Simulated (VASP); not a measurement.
Band structure of NiO (relaxed from the rocksalt structure, space group Fm-3m). Method: r2SCAN meta-GGA, VASP's PBE PAW potentials (set 64) (plane waves; VASP).

The moments were started parallel, and other spin orders were not tried in this run.

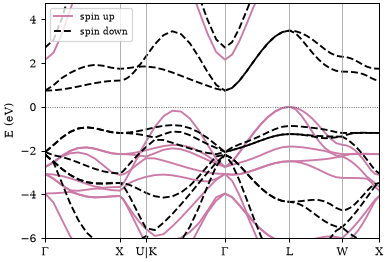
Bands along high-symmetry lines, zero at the valence-band maximum or, without a gap, the Fermi level

**Question.** Read the plot: is there a gap, and where are the band edges?

**Answer.** The gap is indirect, 0.74 eV, from the valence maximum at L to the conduction minimum at Γ.

The structure was generated: NiO was put into the rocksalt type (Fm-3m), which need not be its known phase. It was relaxed first, which changed the volume by +13 %.
